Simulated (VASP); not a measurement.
Band structure of MgZn$_{3}$Te$_{4}$ (ordered alloy cell). Method: PBEsol GGA, VASP's PBE PAW potentials (set 64) (plane waves; VASP).

Unless said otherwise, spin-orbit coupling is left out, though it shifts the bands of the heavy elements here.

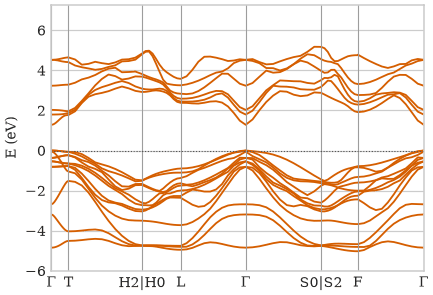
Figure: Bands along high-symmetry lines, zero at the valence-band maximum or, without a gap, the Fermi level

Read the plot: is there a gap, and where are the band edges?

The gap is direct, 1.28 eV, from the valence maximum at Γ to the conduction minimum at Γ. (Edges off the drawn lines would not show.)

The structure was generated: MgZn3Te4 was put into an ordered model structure (R3m), which need not be its known phase. It was relaxed first.
